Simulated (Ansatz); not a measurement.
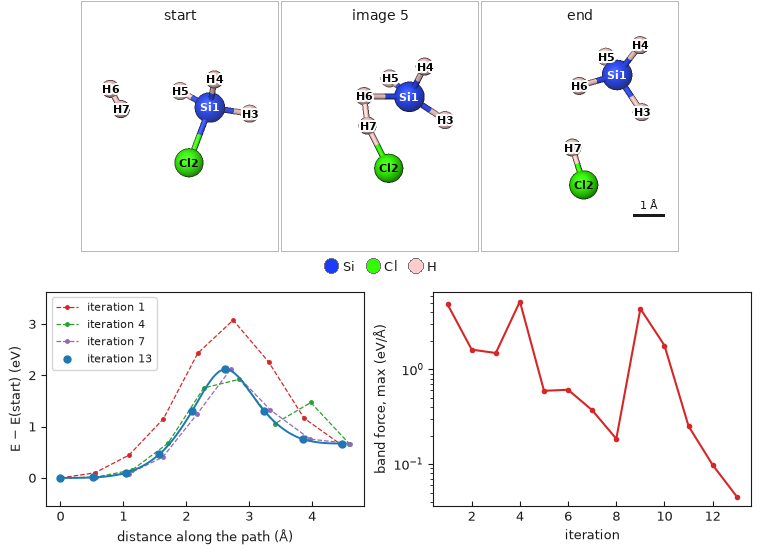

NEB run on SiH₅Cl, made up at the start of SiH3Cl and H2. Images are numbered from 0 (start) to 8 (end). The plot follows the band through its iterations. A ball-and-stick model, seen at a tilt.

These are results of RKS revPBE-D4/def2-SVP in Ansatz 0.2.0, not measurements. Settings: 7 movable images; climbing image; force threshold 0.05 eV/Å; iteration limit 60; starting path through a guess of the saddle point.

Q: Did the band converge, and can the barrier be trusted?

A: The run is converged, with reservations. The band converged in 13 iterations. The largest component of the band force went from 4.9 to 0.045 eV/Å. The climbing image converged on the top of the path. Its vibrational analysis gives 2 imaginary modes over 30i cm⁻¹, so it isn't confirmed as a transition state. The first iteration put the highest image at 3.08 eV. The highest point, image 5, lies 2.12 eV above the start and 1.45 eV above the end; the end is at +0.67 eV relative to the start.

Limits of the set-up: the start holds two separate molecules, 3.0 Å apart at their closest, whose relative position is a soft coordinate.

The run took 110 s on 1 thread of Arm Neoverse V1, on a shared host, peak memory 0.086 GiB.
